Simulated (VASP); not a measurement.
Band structure of PtSe$_{2}$ (1T layered). Computed with SCAN meta-GGA, VASP's PBE PAW potentials (set 64) (plane waves; VASP).

Unless said otherwise, spin-orbit coupling is left out, though it shifts the bands of the heavy elements here.

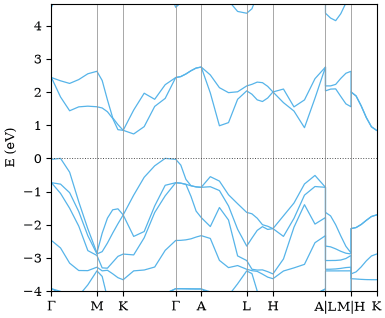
Figure. Bands along high-symmetry lines, zero at the valence-band maximum or, without a gap, the Fermi level

**Question.** Read the plot: is there a gap, and where are the band edges?

**Answer.** The gap is indirect, 0.65 eV, from the valence maximum at Γ-M at 0.20 to the conduction minimum at (0.00, 0.25, 0.40).

The compound is PtSe2 in the 1T layered structure. It was relaxed first, which changed the volume by +10 %.
